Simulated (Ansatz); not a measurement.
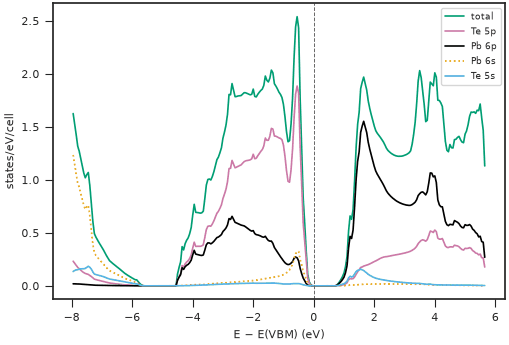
*Total and projected density of states of TePb (rock salt, Fm-3m), PBEsol in the plane-wave PAW code Ansatz*

**Question.** Which orbitals carry the states next to the gap?

**Answer.** Top 1 eV of the valence band: Te 5p 74 %, Pb 6s 12 %, Pb 6p 12 %. Bottom 1 eV of the conduction band: Pb 6p 76 %, Te 5s 10 %, Te 5p 9 %. Projections are on Löwdin-orthogonalised atomic valence shells; empty p or d shells of many metals are not among them.

**Question.** Where is the tallest occupied peak in this window, and what makes it?

**Answer.** Near -0.5 eV, about 2.5 states/eV per cell; the largest projected share is Te 5p.

The cell was relaxed with PBEsol under the symmetry of its start. Spin–orbit coupling is left out wherever it is not named.

Potentials: the earlier of the program's two PAW sets. The files were generated under PBE; for other functionals the program regenerates the frozen cores, and for LDA and PBEsol the local potential too.
